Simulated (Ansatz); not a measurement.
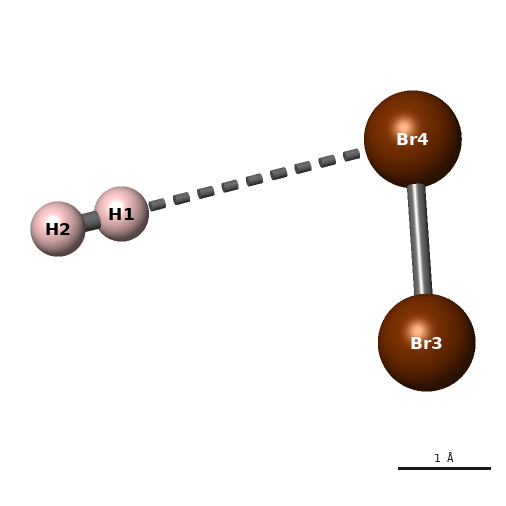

Two molecules or ions; the broken line marks their closest contact (measured against van der Waals radii). Geometry: a pair of rigid molecules at a changed separation. Program: Ansatz 0.2.0.

**Which two species are they?**

H2 and Br2 (`BrBr.[H][H]`).

**How long is the contact?**

H1···Br4 is 3.44 Å.

Give the counterpoise-corrected interaction energy (kJ/mol, monomers kept as in the pair) with RHF-CCSD(T) (frozen core)/def2-TZVPPD; PBE0-D4/def2-TZVPPD; PBE-D4/def2-TZVPPD.

```
                                level  interaction energy (kJ/mol)
RHF-CCSD(T) (frozen core)/def2-TZVPPD                         −1.2
                  PBE0-D4/def2-TZVPPD                         −1.9
                   PBE-D4/def2-TZVPPD                         −2.3
```
